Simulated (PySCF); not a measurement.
Molecule: SMILES B[SiH2][GeH3] (H7BGeSi). Atoms near the plane z = 0.6 Å, at the PBE/def2-SVP optimised geometry (x, y, z in Å): B1 (1.7, -1.3, 0.0), Si2 (-0.3, -1.3, 0.0), Ge3 (-0.7, 1.1, 0.0), H5 (2.3, -1.2, 1.0), H6 (-1.0, -1.8, 1.2), H9 (-2.3, 1.4, 0.0), H10 (-0.1, 1.8, 1.3).

Computed with PBE/def2-TZVP (PySCF 2.14.0). The values are rescaled to run from 0 to 1.

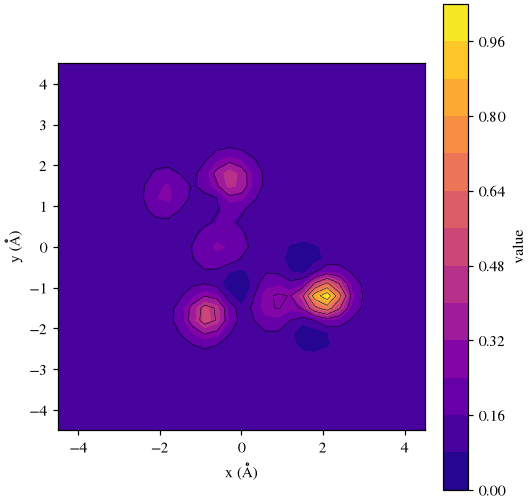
Fig. 1. a field on the plane z = 0.6 Å.

**Question.** Which quantity is mapped?
A. log10 of the electron density
B. electrostatic potential
C. deformation density (molecule minus spherical neutral atoms)
D. Laplacian of the electron density

**Answer.** C, deformation density (molecule minus spherical neutral atoms). In full: deformation density (molecule minus spherical neutral atoms) (e/bohr³).
